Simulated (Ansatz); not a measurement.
# C3H8Sn (SMILES C=C[CH2][SnH3]): BLYP/def2-SVP (core potential)

What is the vertical ionisation energy of C3H8Sn at BLYP/def2-SVP (core potential)? 

The calculation is run with Ansatz 0.2.0.

19 further runs of the same task are left out: 19 set aside as unsound or not needed. Runs told in other sessions of the task aren't counted.

## (1) The system as given

C3H8Sn: 12 atoms, total charge 0, spin state singlet. SMILES: `C=C[CH2][SnH3]`. The coordinates come from a PBE0-D4/def2-TZVP relaxation. This is one conformer, not always the lowest.

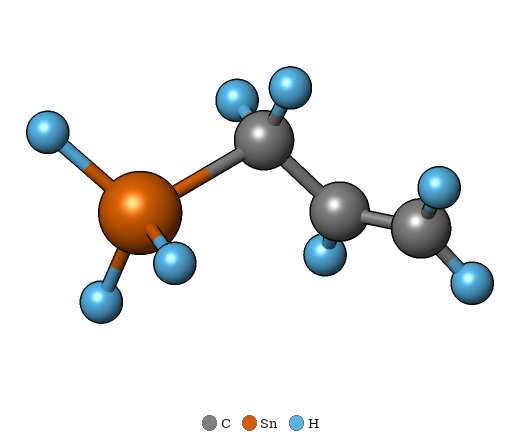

The structure, seen from a chosen angle (carbon grey, tin orange, hydrogen blue).

## (2) A single-point energy at BLYP/def2-SVP (core potential)

job.yaml reads:

```yaml
crystal:
  periodic: [false, false, false]
  atoms:
    - {symbol: C, position_ang: [-0.307500, 2.071300, -0.123900]}
    - {symbol: C, position_ang: [-0.369900, 0.952500, 0.590800]}
    - {symbol: C, position_ang: [0.654800, -0.116300, 0.612000]}
    - {symbol: Sn, position_ang: [0.003100, -1.811000, -0.566700]}
    - {symbol: H, position_ang: [0.550100, 2.297900, -0.750200]}
    - {symbol: H, position_ang: [-1.111600, 2.796900, -0.106600]}
    - {symbol: H, position_ang: [-1.256100, 0.775000, 1.198400]}
    - {symbol: H, position_ang: [0.834100, -0.489500, 1.622900]}
    - {symbol: H, position_ang: [1.605000, 0.222000, 0.194100]}
    - {symbol: H, position_ang: [-0.082800, -1.335700, -2.204000]}
    - {symbol: H, position_ang: [-1.543300, -2.305600, -0.033900]}
    - {symbol: H, position_ang: [1.100900, -3.112500, -0.399000]}
basis:
  gaussian: {orbitals: def2-SVP}
hamiltonian: {xc: {name: BLYP}}
accuracy: high
output: {orbitals: {seedname: orbitals}}
```

The run is started by

```bash
ansatz run job.yaml --threads 1 --pin off --max-ram 2610MiB --events-out events.jsonl --progress --plain --runs-dir runs
```

What it wrote:

```text
Warning: RAYON_NUM_THREADS=1 ignored (pool sized by the plan → 1); use --threads N
Functional definition: BLYP
  name "BLYP"
  parameter beta = 0.0042
  parameter a = 0.04918
  parameter b = 0.132
  parameter c = 0.2533
  parameter d = 0.349
  exchange = b88_x(beta = beta)
  correlation = lyp_c(a = a, b = b, c = c, d = d)
2722 factors; integrals over basis functions are off by at most 7.9e-9 eV
mean field evaluation 1: about -9053.3411 eV, gradient 6.5e1 eV
mean field evaluation 2: about -9024.6577 eV, gradient 1.1e2 eV
mean field evaluation 4: about -9065.0101 eV, gradient 9.6e0 eV
mean field evaluation 8: about -9065.2497 eV, gradient 6.0e-1 eV
mean field evaluation 16: about -9065.2509 eV, gradient 3.0e-5 eV
mean field -9065.25089507 eV, -333.1418257459 hartree, gradient 5.9e-8 eV, S^2 0.000000; 0 other end points of the search recorded, 0 dependent functions left out
reference -9065.25096323 eV, -333.1418282510 hartree; 24, 24 occupied and 84, 84 virtual orbitals, 2722 factors
Total energy: -9065.25096323 eV, -333.1418282510 hartree
```

Wall time 13 s (1 thread of Arm Neoverse V1, shared host); peak memory 0.35 GiB.

## (3) The doublet cation at the same level

in.yaml reads:

```yaml
crystal:
  periodic: [false, false, false]
  atoms:
    - {symbol: C, position_ang: [-0.307500, 2.071300, -0.123900]}
    - {symbol: C, position_ang: [-0.369900, 0.952500, 0.590800]}
    - {symbol: C, position_ang: [0.654800, -0.116300, 0.612000]}
    - {symbol: Sn, position_ang: [0.003100, -1.811000, -0.566700]}
    - {symbol: H, position_ang: [0.550100, 2.297900, -0.750200]}
    - {symbol: H, position_ang: [-1.111600, 2.796900, -0.106600]}
    - {symbol: H, position_ang: [-1.256100, 0.775000, 1.198400]}
    - {symbol: H, position_ang: [0.834100, -0.489500, 1.622900]}
    - {symbol: H, position_ang: [1.605000, 0.222000, 0.194100]}
    - {symbol: H, position_ang: [-0.082800, -1.335700, -2.204000]}
    - {symbol: H, position_ang: [-1.543300, -2.305600, -0.033900]}
    - {symbol: H, position_ang: [1.100900, -3.112500, -0.399000]}
basis:
  gaussian:
    orbitals: def2-SVP
total_charge: 1
magnetization:
  spin_polarized: true
  initial_magnetization: 1
output:
  orbitals: {seedname: orbitals}
hamiltonian:
  xc: {name: BLYP}
accuracy: high
```

The run is started by

```bash
ansatz run in.yaml --threads 1 --pin off --max-ram 2610MiB --events-out events.jsonl --progress --plain --runs-dir runs
```

What it wrote:

```text
Warning: RAYON_NUM_THREADS=1 ignored (pool sized by the plan → 1); use --threads N
[... 9 set-up lines as earlier in the session ...]
2722 factors; integrals over basis functions are off by at most 7.9e-9 eV
mean field evaluation 1: about -9031.3417 eV, gradient 6.2e1 eV
mean field evaluation 2: about -8722.8732 eV, gradient 1.7e2 eV
mean field evaluation 4: about -9050.2380 eV, gradient 3.0e1 eV
mean field evaluation 8: about -9056.7561 eV, gradient 8.9e-1 eV
mean field evaluation 16: about -9056.7507 eV, gradient 1.6e-3 eV
mean field evaluation 32: about -9052.6468 eV, gradient 1.4e1 eV
mean field -9056.75074359 eV, -332.8294509409 hartree, gradient 4.3e-8 eV, S^2 0.753015; 2 other end points of the search recorded, 0 dependent functions left out
reference -9056.75080699 eV, -332.8294532707 hartree; 24, 23 occupied and 84, 85 virtual orbitals, 2722 factors
Total energy: -9056.75080699 eV, -332.8294532707 hartree
```

Run time: 25 s. Hardware: 1 thread of Arm Neoverse V1, shared host; peak memory 0.42 GiB.

## (4) Summary of results

At BLYP/def2-SVP (core potential):

| quantity | value |
| --- | --- |
| singlet C3H8Sn: total energy | -333.14183 Eh |
| singlet C3H8Sn: HOMO energy | -5.57 eV |
| singlet C3H8Sn: LUMO energy | -0.66 eV |
| singlet C3H8Sn: HOMO–LUMO gap | 4.91 eV |
| doublet cation: total energy | -332.82945 Eh |
| doublet cation: HOMO energy (highest over α and β) | -12.25 eV |
| doublet cation: LUMO energy (lowest over α and β) | -11.40 eV |
| doublet cation: ⟨S²⟩ | 0.753 |
| vertical ionisation energy (to the doublet cation) | 8.500 eV |

**Reading.** Removing an electron at fixed nuclei costs 8.50 eV (820 kJ/mol). −ε(HOMO) before ionisation, 5.57 eV, is 2.93 eV below this ionisation energy.
